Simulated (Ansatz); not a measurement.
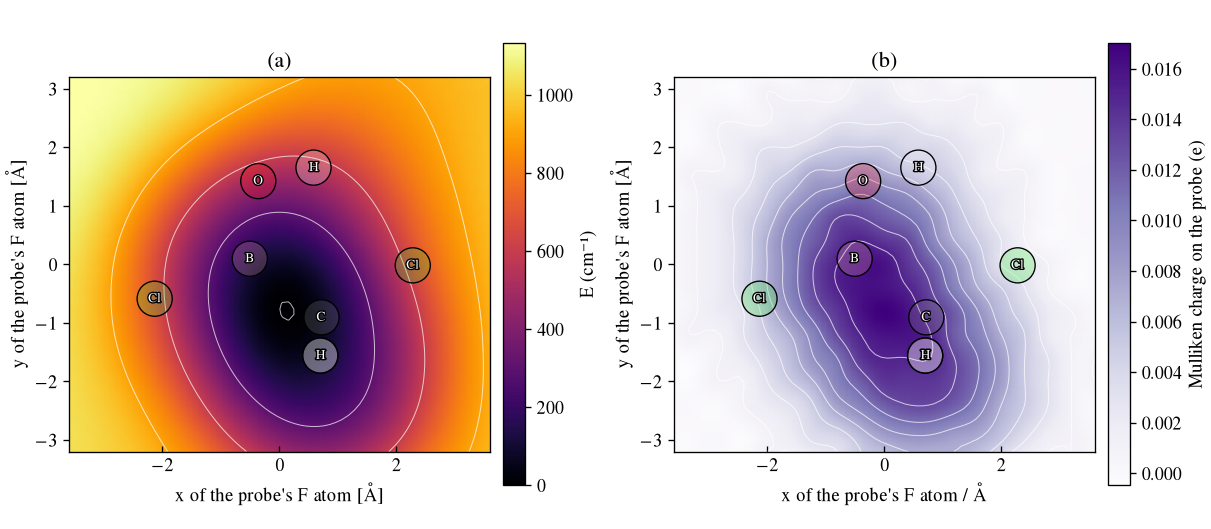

CH₃BCl₂O (SMILES OB(Cl)CCl) with the probe HF. 
- The probe is moved over a plane parallel to the molecule's main plane, 3.58 Å above it.
- The first coordinate is: x of the probe's F atom; the second: y of the probe's F atom.
- Nothing is relaxed (molecule and probe rigid, the probe upright with F nearest the plane).
- The grid has 19 × 17 points.
- Energies: cm⁻¹, counted from the lowest grid point.
- These are results of RKS PBE0-D4/def2-SVP in Ansatz 0.2.0, not measurements.

Panel (a) is the energy and panel (b) the computed Mulliken charge on the probe on the same grid.

In the figure: a smooth colour map with a few white contour lines, labelled circles for the molecule's atoms, projected on the plane. Between grid points the surface is interpolated.

How does the Mulliken charge on the probe vary over the map, and what is it at the lowest grid point?

Leaving out the highest fifth of the energies, it runs from 0.00 e at x of the probe's F atom = −2.4 Å, y of the probe's F atom = −2.8 Å to 0.02 e at x of the probe's F atom = 0.0 Å, y of the probe's F atom = −0.8 Å. At the lowest grid point, x of the probe's F atom = 0.0 Å, y of the probe's F atom = −0.8 Å, it is 0.02 e.

```
y of the probe's F atom ↓, x of the probe's F atom →  −3.2  −2.4  −1.6  −0.8   0.0   0.8   1.6   2.4   3.2
                                                 3.2  0.00  0.00  0.00  0.00  0.00  0.00  0.00  0.00  0.00
                                                 2.4  0.00  0.00  0.00  0.00  0.00  0.00  0.00  0.00  0.00
                                                 1.6  0.00  0.00  0.01  0.01  0.01  0.01  0.00  0.00  0.00
                                                 0.8  0.00  0.00  0.01  0.01  0.01  0.01  0.00  0.00  0.00
                                                 0.0  0.00  0.00  0.01  0.01  0.02  0.01  0.01  0.00  0.00
                                                −0.8  0.00  0.00  0.01  0.01  0.02  0.01  0.01  0.00  0.00
                                                −1.6  0.00  0.00  0.01  0.01  0.01  0.01  0.01  0.01  0.00
                                                −2.4  0.00  0.00  0.00  0.01  0.01  0.01  0.01  0.01  0.00
                                                −3.2  0.00  0.00  0.00  0.00  0.01  0.01  0.01  0.00  0.00
```

The table holds every second grid line.
